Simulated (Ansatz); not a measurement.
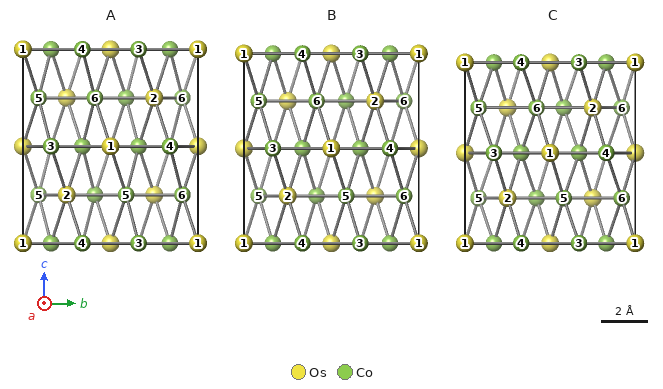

3 geometries from one relaxation of solid Co$_{2}$Os (a generated structure, set up in Fddd), in shuffled order. A ball-and-stick model of the conventional cell (4 times the calculation's cell), seen along the a axis. Lengths and directions refer to the drawn axes.

The start is a swapped structure.

Theory: Ansatz 0.2.0, DFT, PAW plane waves, PBE, spin-orbit. (plane-wave cutoff 420 eV; k-point mesh 6 × 6 × 6; occupations fermi dirac; smearing width 0.0161 eV; spin-orbit; potentials kind: paw_fr; cell and atoms relaxed; at most 80 steps)

Q: Put them in the order of the run, from the start to the converged end.

A: C, B, A. They are steps 0, 1, 8, at +262 meV per atom, +24.6 meV per atom relative to the last. The largest moves relative to the cell, 0.071 Å, are those of Co3, Co4, Co5 and Co6. Co3 goes along −b. Os stays in place. The volume changes by +13.1 %, with a 4.271 → 4.382 Å (+2.6 %), b 7.427 → 7.634 Å (+2.8 %), c 7.882 → 8.456 Å (+7.3 %). Among the contacts that change: Os1–Co5 2.319 → 2.477 Å, Os1–Co3 2.451 → 2.590 Å, Co3–Co4 2.444 → 2.580 Å, Co3–Co5 2.339 → 2.443 Å. The space group stays Fddd (No. 70). After 6 accepted moves (8 points after the start) the energy has fallen by 262 meV per atom. The largest force component goes from 1.8 to 0.00069 eV/Å. Pressure: 52.36 GPa at the start and 0.01 GPa at the end. The SCF was repeated twice at an unchanged geometry on a basis and grid sized afresh for the cell, which shifted the energy by 3.5 meV per atom at most. The program noted that the starting moments weren't kept.
